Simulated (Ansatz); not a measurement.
Cost and result by functional for the adsorption energy of OH on the 1x1 (110) surface of 3C silicon carbide (cut with top plane C + Si), one in a 2x2 cell, started at the site 'hollow C-C-Si-Si', in Ansatz (plane waves, PAW). Single points on the PBE structure, on one kind of machine; costs are rough ratios of the slab run's core time (references not counted) to the cheapest single point. r2SCAN's cost holds its higher cutoff (500 against 420 eV). Differences are taken against r2SCAN for comparison alone: no measured value is at hand, so the table doesn't rank accuracy.

Host crystal: 3C silicon carbide, with a band gap (PBE, scalar-relativistic without spin-orbit coupling).

Slab: 50 atoms, 7.7 Å thick at the start under the adsorbate (thin: gaps and levels are the slab's own); k 3x3x1, smearing 0.01 eV, dipole-corrected; 24 atoms held, the rest relaxed; no symmetry held; spin-polarised, ending with about 1.0 μB a cell; orders that need a larger cell were not tried, no spin-orbit, no U, no dispersion correction. At the end it is bonded to Si. In PBE it is, or lies within 0.03 eV of, the lowest of the starts that converged. These notes are the PBE run's. r2SCAN: The program's check for a lower electronic state was not made. Adsorption energies are against H2O(g) − ½ H2(g). A negative adsorption energy means that the adsorbate is more stable on the surface than in its reference.

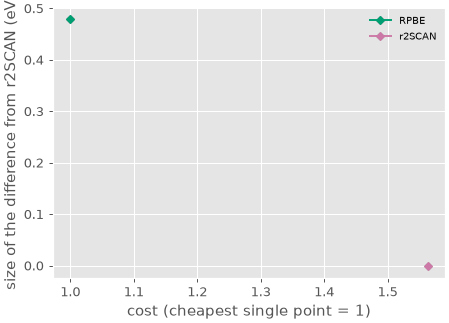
Figure: Difference from r2SCAN against cost

| functional | relative cost | adsorption energy (eV) | less r2SCAN (eV) |
|---|---|---|---|
| RPBE | 1 | -0.94 | 0.48 |
| r2SCAN | 2 | -1.42 | 0.00 |
| PBE (the relaxed run's value) | – | -1.07 | 0.35 |

The values span 0.48 eV, while the single points' costs differ by a factor of roughly 2. Differences are of unrounded values.

Ansatz is a program for electronic structure.
